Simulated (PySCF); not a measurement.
C11H9FS, SMILES Cc1ccc(-c2ccccc2F)s1 at its GFN2-xTB optimised geometry (Å):

```
22

C     -1.9096    -3.9213    -0.0032
C     -0.9823    -2.7600     0.0000
C      0.3781    -2.7600     0.0000
C      0.9437    -1.4700     0.0000
C      0.0139    -0.4664     0.0013
C      0.1879     0.9708     0.0049
C     -0.9117     1.8200     0.1710
C     -0.7793     3.1932     0.1772
C      0.4672     3.7759     0.0160
C      1.5772     2.9680    -0.1528
C      1.4291     1.5953    -0.1569
F      2.5495     0.8585    -0.3346
S     -1.5988    -1.1425     0.0046
H     -2.5397    -3.9078    -0.8921
H     -2.5634    -3.8944     0.8680
H     -1.3427    -4.8491     0.0108
H      0.9660    -3.6611     0.0005
H      2.0044    -1.3047     0.0050
H     -1.8883     1.3767     0.2991
H     -1.6533     3.8127     0.3087
H      0.5766     4.8491     0.0195
H      2.5634     3.3849    -0.2846
```

Method: PBE/def2-SVP in PySCF.

Map of the deformation density (molecule minus spherical neutral atoms) (e/bohr³) on the plane z = 0.6 Å:

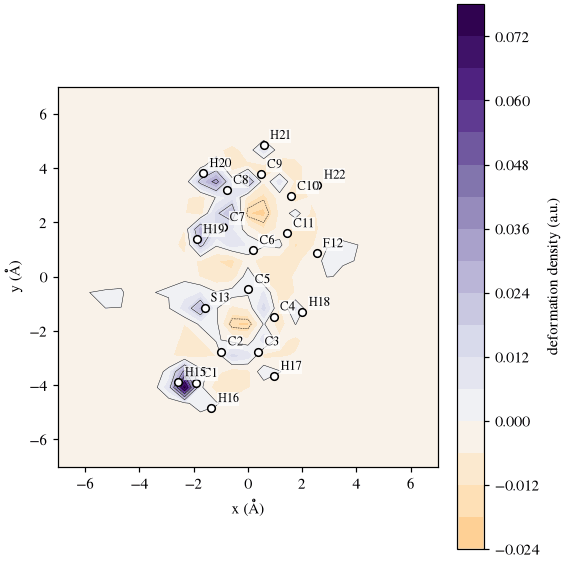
Figure: Deformation density (molecule minus spherical neutral atoms) (e/bohr³) on the plane z = 0.6 Å.
